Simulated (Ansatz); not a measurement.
# SiNH2Cl (SMILES N[Si]Cl): levels of theory compared

We compute a comparison of 6 runs (B2PLYP/STO-3G, CAM-B3LYP/STO-3G, r2SCAN/STO-3G, revPBE/STO-3G, MP2/STO-3G, CCSDTQ/STO-3G) of SiNH2Cl. 

Program for the calculation: Ansatz 0.2.0.

66 further runs of the same task are left out: 66 set aside as unsound or not needed.

## (1) The system as given

The species is SiNH2Cl (5 atoms), meant as a singlet with charge 0. As SMILES, `N[Si]Cl`. The H4–N1 distance was set to 1.514 Å, away from the relaxed value. At this shape a bond of the SMILES string is far longer than usual.

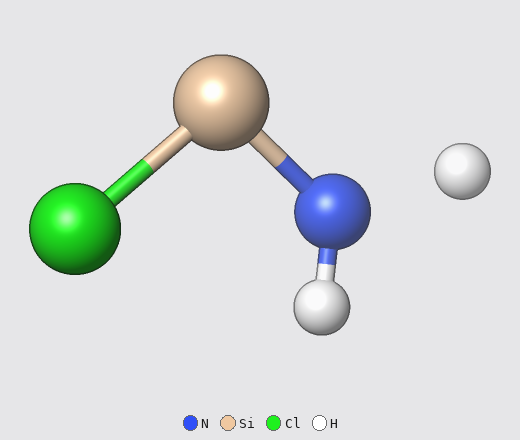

Viewed from a chosen angle; nitrogen blue, silicon light orange, chlorine green, hydrogen white.

## (2) The energy at B2PLYP/STO-3G (run 1)

Contents of in.yaml:

```yaml
crystal:
  periodic: [false, false, false]
  atoms:
    - symbol: "N"
      position_ang: [0.014336, 0.105841, -0.237150]
    - symbol: Si
      position_ang: [0.046336, -0.819359, 1.189350]
    - symbol: Cl
      position_ang: [0.811536, -2.602059, 0.374050]
    - symbol: H
      position_ang: [-0.473300, 1.538600, -0.227400]
    - symbol: H
      position_ang: [0.301136, -0.206959, -1.153250]
basis:
  gaussian: {orbitals: STO-3G}
hamiltonian: {xc: {name: B2PLYP}}
correlation: {frozen_orbitals: {Cl: 5, H: 0, "N": 1, Si: 5}}
accuracy: high
```

On the command line:

```
ansatz run in.yaml --threads 1 --pin off --max-ram 2610MiB --events-out events.jsonl --progress --plain --runs-dir runs
```

The program printed:

```text
Warning: RAYON_NUM_THREADS=1 ignored (pool sized by the plan → 1); use --threads N
Functional definition: B2PLYP
  name "B2PLYP"
  parameter a = 0.53
  parameter c = 0.27
  exchange = (1 - a)*b88_x + a*exact_x
  correlation = (1 - c)*lyp_c + c*(mp2_os + mp2_ss)
455 factors; integrals over basis functions are off by at most 1.6e-8 eV
mean field evaluation 1: about -21660.3409 eV, gradient 2.0e1 eV
mean field evaluation 2: about -21660.3461 eV, gradient 2.0e1 eV
mean field evaluation 4: about -21662.0029 eV, gradient 2.3e0 eV
mean field evaluation 8: about -21662.0225 eV, gradient 1.3e-2 eV
mean field evaluation 16: about -21662.0225 eV, gradient 9.7e-8 eV
mean field -21662.02252398 eV, -796.0646447101 hartree, gradient 9.5e-8 eV, S^2 0.000000; 0 other end points of the search recorded, 0 dependent functions left out
11 core orbitals not correlated: weight in the atoms' cores, before any rotation towards them, 1.000 or more for the frozen orbitals, at most 0.000 for the correlated occupied ones
reference -21662.02254297 eV, -796.0646454080 hartree; 9, 9 occupied and 5, 5 virtual orbitals, 455 factors
second order -4.22816626 eV of doubles, -0.00000000 eV of singles
Total energy: -21663.16414786 eV, -796.1065986139 hartree
```

Wall time 2.2 s (1 thread of Arm Neoverse V1, shared host); peak memory 0.1 GiB.

## (3) A single-point energy at CAM-B3LYP/STO-3G (run 2)

Contents of molecule.yaml:

```yaml
basis:
  gaussian:
    orbitals: STO-3G
crystal:
  periodic: [false, false, false]
  atoms:
    - {symbol: N, position_ang: [0.014336, 0.105841, -0.237150]}
    - {symbol: Si, position_ang: [0.046336, -0.819359, 1.189350]}
    - {symbol: Cl, position_ang: [0.811536, -2.602059, 0.374050]}
    - {symbol: H, position_ang: [-0.473300, 1.538600, -0.227400]}
    - {symbol: H, position_ang: [0.301136, -0.206959, -1.153250]}
hamiltonian:
  xc: {name: CAM-B3LYP}
accuracy: high
```

On the command line:

```
ansatz run molecule.yaml --threads 1 --pin off --max-ram 2610MiB --events-out events.jsonl --progress --plain --runs-dir runs
```

The program printed:

```text
Warning: RAYON_NUM_THREADS=1 ignored (pool sized by the plan → 1); use --threads N
Functional definition: CAM-B3LYP
  name "CAM-B3LYP"
  parameter alpha = 0.19
  parameter beta = 0.46
  parameter omega = 0.33/bohr
  parameter ac = 0.81
  exchange = (1 - alpha - beta)*b88_x + beta*b88_x_sr(omega) + alpha*exact_x + beta*exact_x_lr(omega)
  correlation = (1 - ac)*vwn5_c + ac*lyp_c
455 factors; integrals over basis functions are off by at most 1.6e-8 eV
183 factors; integrals over basis functions are off by at most 9.4e-10 eV
mean field evaluation 1: about -21670.0815 eV, gradient 2.2e1 eV
mean field evaluation 2: about -21669.2042 eV, gradient 3.1e1 eV
mean field evaluation 4: about -21671.9965 eV, gradient 3.6e-1 eV
mean field evaluation 8: about -21671.9574 eV, gradient 8.6e-3 eV
mean field evaluation 16: about -21671.9574 eV, gradient 9.4e-8 eV
mean field -21671.95744748 eV, -796.4297464146 hartree, gradient 8.3e-8 eV, S^2 0.000000; 0 other end points of the search recorded, 0 dependent functions left out
reference -21671.95746185 eV, -796.4297469425 hartree; 20, 20 occupied and 5, 5 virtual orbitals, 455 factors
Total energy: -21671.95746185 eV, -796.4297469425 hartree
```

It took 1.7 s on 1 thread of Arm Neoverse V1, shared host; peak memory 0.1 GiB.

Runs 3 to 5 aren't shown in full; the table further down has their settings and results.

## (4) A single-point energy at CCSDTQ/STO-3G (run 6)

Contents of job.yaml:

```yaml
crystal:
  periodic: [false, false, false]
  atoms:
    - {symbol: N, position_ang: [0.014336, 0.105841, -0.237150]}
    - {symbol: Si, position_ang: [0.046336, -0.819359, 1.189350]}
    - {symbol: Cl, position_ang: [0.811536, -2.602059, 0.374050]}
    - {symbol: H, position_ang: [-0.473300, 1.538600, -0.227400]}
    - {symbol: H, position_ang: [0.301136, -0.206959, -1.153250]}
basis:
  gaussian:
    orbitals: STO-3G
correlation:
  method: ccsdtq
  frozen_orbitals: {Cl: 5, H: 0, "N": 1, Si: 5}
accuracy: high
scf:
  omitted_lower_state_checks: [cluster_reference, increment]
```

On the command line:

```
ansatz run job.yaml --threads 1 --pin off --max-ram 2610MiB --events-out events.jsonl --progress --plain --runs-dir runs
```

The program printed, cut to the lines that bear on the results:

```text
Warning: RAYON_NUM_THREADS=1 ignored (pool sized by the plan → 1); use --threads N
Functional definition: HF
  name "HF"
[...]
455 factors; integrals over basis functions are off by at most 1.6e-8 eV
[...]
mean field -21633.47824744 eV, -795.0156618953 hartree, gradient 2.4e-8 eV, S^2 0.000000; 0 other end points of the search recorded, 0 dependent functions left out; unrestricted orbitals would lower it
11 core orbitals not correlated: weight in the atoms' cores, before any rotation towards them, 1.000 or more for the frozen orbitals, at most 0.000 for the correlated occupied ones
reference -21633.47824744 eV, -795.0156618953 hartree; 9, 9 occupied and 5, 5 virtual orbitals, 455 factors
second order -2.97251951 eV of doubles, -0.00000000 eV of singles
cycle   1  -3.40901764 eV  change   -4.4e-1 eV  update   1.2e-1
[...]
cycle  29  -4.02695755 eV  change   -1.4e-9 eV  update   1.9e-9
Total energy: -21637.50520499 eV, -795.1636498555 hartree
Checks for a lower state left out: cluster_reference, increment
```

Run time: 11 s. Hardware: 1 thread of Arm Neoverse V1, shared host; peak memory 0.15 GiB.

## (5) All runs side by side

| run | level | frozen core orbitals | energy (Eh) | wall time |
| --- | --- | --- | --- | --- |
| 1 | B2PLYP/STO-3G | 11 | -796.106599 | 2.2 s |
| 2 | CAM-B3LYP/STO-3G | – | -796.429747 | 1.7 s |
| 3 | r2SCAN/STO-3G | – | -796.445708 | 3.9 s |
| 4 | revPBE/STO-3G | – | -796.345566 | 1.6 s |
| 5 | MP2/STO-3G | 11 | -795.124900 | 0.38 s |
| 6 | CCSDTQ/STO-3G | 11 | -795.163650 | 11 s |

## (6) Summary of results

| quantity | value |
| --- | --- |
| run 6: total energy | -795.16365 Eh |
| run 6: correlation energy (11 core orbitals frozen) | -148.0 mEh |
| run 6: T1 diagnostic | 0.021 |

Totals of different functionals can't be ranked against each other. In runs 5, 6 the log says that unrestricted orbitals would lower the reference, so the values rest on an unstable closed-shell determinant (other closed-shell runs at this shape may share the fault). In runs 1, 2, 3, 4, 5, 6 the basis is minimal, so the values are rough. All runs together took 20 s, the longest 11 s.
